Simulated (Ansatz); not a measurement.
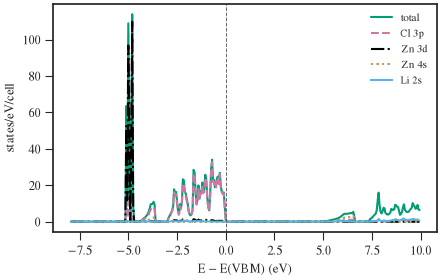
Figure: Total and projected density of states of Li2ZnCl4 (spinel, space group No. 227), the program Ansatz at the r²SCAN level (PAW)

**Question.** Which orbitals carry the states next to the gap?

**Answer.** Top 1 eV of the valence band: Cl 3p 96 %. Bottom 1 eV of the conduction band: Zn 4s 51 %, Cl 3p 17 %, Cl 3s 10 %, Li 2s 8 %, outside the projected shells 13 %. Projections are on Löwdin-orthogonalised atomic valence shells; empty p or d shells of many metals are not among them.

**Question.** Where is the tallest occupied peak in this window, and what makes it?

**Answer.** Near -4.8 eV, about 110 states/eV per cell; the largest projected share is Zn 3d.

Space group Fd-3m (spinel). The workflow started from a Materials Project entry (that database holds measured and hypothetical structures alike); the Crystallography Open Database files this formula in space group No. 227, but the cells were not matched. Its standing as an ambient phase is unchecked. Symmetry was held in the r²SCAN relaxation; whether a distortion lowers the energy is not shown.

Potentials: the later of the program's two PAW sets.
